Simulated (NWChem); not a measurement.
# [HO2]− (SMILES [O-]O): LC-PBE/6-311G(2df,2pd)

What is the vertical electron affinity of [HO2]− at LC-PBE/6-311G(2df,2pd)? 

The calculation is run with NWChem 7.3.0.

1 further run of the same task is left out (set aside as unsound or not needed).

**1. The structure to begin with**

[HO2]−: 3 atoms, total charge -1, spin state singlet. SMILES: `[O-]O`. Geometry: relaxed at GFN2-xTB.

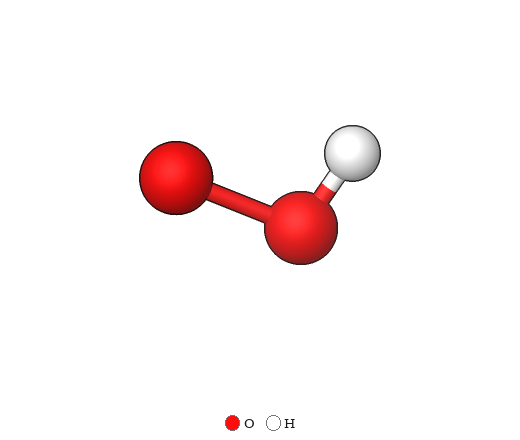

The structure, seen from a chosen angle (oxygen red, hydrogen white).

**2. Energy and forces at LC-PBE/6-311G(2df,2pd)**

Input file a.nw:

```
start a
title "HO2 gradient"
memory total 2200 mb
charge -1
geometry units bohr noautosym nocenter noautoz
  O     -0.67092836     1.91482169    -0.15251980
  O     -0.46194355    -0.82509222    -0.34187035
  H      1.13287191    -1.08974836     0.49439015
end
basis "ao basis" spherical
  * library "6-311G(2df,2pd)"
end
dft
  xc xcampbe96 1.0 cpbe96 1.0 hfexch 1.0
  cam 0.30 cam_alpha 0.0 cam_beta 1.0
  grid medium
  convergence energy 1e-06
  direct
  mulliken
end
task dft gradient
```

On the command line:

```console
$ nwchem a.nw > a.out
```

What it wrote:

```text
[...]
          Wavefunction type:  closed shell.
          No. of atoms     :     3
          No. of electrons :    18
[...]
          Charge           :    -1
          Spin multiplicity:     1
[...]
          AO basis - number of functions:    74
[...]
              XC Information
              --------------
                     Hartree-Fock (Exact) Exchange  1.000
                     CAM-PBE96 Exchange Functional  1.000
            Perdew 1991 LDA Correlation Functional  1.000 local
           PerdewBurkeErnz. Correlation Functional  1.000 non-local
[...]
 d= 0,ls=0.0,diis     1   -150.4162107651 -1.80D+02  1.23D-02  2.88D+00     3.1
[...]
 d= 0,ls=0.0,diis    10   -150.5910769025 -3.40D-07  4.66D-06  1.82D-08    19.5
         Total DFT energy =     -150.591076902534
      One electron energy =     -273.510321420360
           Coulomb energy =      110.456011692174
    Exchange-Corr. energy =      -17.412632538152
 Nuclear repulsion energy =       29.875865363804
[...]
      Total Density - Mulliken Population Analysis
     ---------------------------------------------
    Atom       Charge   Shell Charges
 -----------   ------   -------------------------------------------------------
    1 O    8     8.74   1.08  0.91  0.95  0.99  1.83  0.94  2.01  0.00  0.02  0.00
    2 O    8     8.41   1.08  0.91  0.97  0.99  1.93  0.82  1.67  0.00  0.03  0.00
    3 H    1     0.85   0.27  0.37  0.10  0.02  0.09  0.01
[...]
  wavefunction    = closed shell
[...]
                         DFT ENERGY GRADIENTS
    atom               coordinates                        gradient
                 x          y          z           x          y          z
   1 O      -0.670928   1.914822  -0.152520   -0.000629  -0.006894  -0.001103
   2 O      -0.461944  -0.825092  -0.341870    0.002211   0.008625   0.002153
   3 H       1.132872  -1.089748   0.494390   -0.001582  -0.001731  -0.001050
[...]
```

Run time: 33 s. Hardware: 1 thread of Intel Xeon at 2.60GHz (Ice Lake), shared host; peak memory 0.1 GiB.

**3. Doublet [HO2]2−, same level**

Input file nw.nw:

```
start nw
memory stack 880 mb heap 220 mb global 1100 mb
charge -2

geometry units angstrom noautosym nocenter noautoz
  O     -0.355040     1.013280    -0.080710
  O     -0.244450    -0.436620    -0.180910
  H      0.599490    -0.576670     0.261620
end

basis spherical
  * library "6-311G(2df,2pd)"
end

dft
  xc xcampbe96 1.0 cpbe96 1.0 hfexch 1.0
  cam 0.30 cam_alpha 0.0 cam_beta 1.0
  mult 2
  grid medium
  convergence energy 1e-06
  direct
  iterations 150
  mulliken
  print medium
end

task dft gradient
```

On the command line:

```console
$ nwchem nw.nw > nw.out
```

What it wrote:

```text
[...]
          Wavefunction type:  spin polarized.
          No. of atoms     :     3
          No. of electrons :    19
[...]
          Charge           :    -2
          Spin multiplicity:     2
[...]
          AO basis - number of functions:    74
[...]
              XC Information
              --------------
                     Hartree-Fock (Exact) Exchange  1.000
                     CAM-PBE96 Exchange Functional  1.000
            Perdew 1991 LDA Correlation Functional  1.000 local
           PerdewBurkeErnz. Correlation Functional  1.000 non-local
[...]
 d= 0,ls=0.0,diis     1   -149.1286988190 -1.79D+02  8.08D-02  3.25D+00     2.1
[...]
 d= 0,ls=0.0,diis    11   -150.2422434105 -6.28D-07  6.34D-06  1.81D-08    21.0
[...]
         Total DFT energy =     -150.242243410526
      One electron energy =     -277.749030157163
           Coulomb energy =      115.265016906668
    Exchange-Corr. energy =      -17.634097666703
 Nuclear repulsion energy =       29.875867506672
[...]
      Total Density - Mulliken Population Analysis
     ---------------------------------------------
    Atom       Charge   Shell Charges
 -----------   ------   -------------------------------------------------------
    1 O    8     8.83   1.08  0.91  0.96  0.97  1.83  0.92  2.13  0.00  0.02  0.00
    2 O    8     8.37   1.08  0.91  0.97  1.00  1.92  0.68  1.78  0.00  0.03  0.00
    3 H    1     1.80   0.26  0.31  1.25  0.02 -0.04  0.00
[...]
      <S2> =      0.7503 (Exact =     0.7500)
[...]
  wavefunction    = open shell
[...]
                         DFT ENERGY GRADIENTS
    atom               coordinates                        gradient
                 x          y          z           x          y          z
   1 O      -0.670928   1.914822  -0.152520    0.012272  -0.024240   0.003981
   2 O      -0.461944  -0.825092  -0.341870    0.041054  -0.002518   0.022002
   3 H       1.132872  -1.089748   0.494390   -0.053325   0.026758  -0.025983
[...]
```

It took 34 s on 1 thread of Intel Xeon at 2.60GHz (Ice Lake), shared host; peak memory 0.1 GiB.

**4. Outcome**

At LC-PBE/6-311G(2df,2pd):

| quantity | value |
| --- | --- |
| singlet [HO2]−: total energy | -150.59108 Eh |
| singlet [HO2]−: HOMO energy | 1.11 eV |
| singlet [HO2]−: LUMO energy | 9.61 eV |
| singlet [HO2]−: HOMO–LUMO gap (to an unbound level, set by the basis) | 8.50 eV |
| singlet [HO2]−: largest force on an atom | 0.471 eV/Å |
| doublet [HO2]2−: total energy | -150.24224 Eh |
| doublet [HO2]2−: HOMO energy (highest over α and β) | 9.64 eV |
| doublet [HO2]2−: LUMO energy (lowest over α and β) | 16.60 eV |
| doublet [HO2]2−: ⟨S²⟩ | 0.750 |
| doublet [HO2]2−: largest force on an atom | 3.346 eV/Å |
| vertical electron affinity (to the doublet dianion) | -9.492 eV |

What this shows: The dianion lies 9.49 eV (219 kcal/mol) above the anion: the electron isn't bound at this level, and such a value depends on the basis. Without diffuse functions anions come out too high. The largest force (singlet [HO2]−) is 0.47 eV/Å: the shape isn't a stationary point for this species at this level. The HOMO (singlet [HO2]−) lies at positive energy, 1.11 eV; only total energies tell whether the electron is bound. Mulliken charges (doublet [HO2]2−) run from -0.83 on O1 to -0.37 on O2; they depend strongly on the basis. The HOMO (doublet [HO2]2−) lies at positive energy, 9.64 eV; only total energies tell whether the electron is bound.
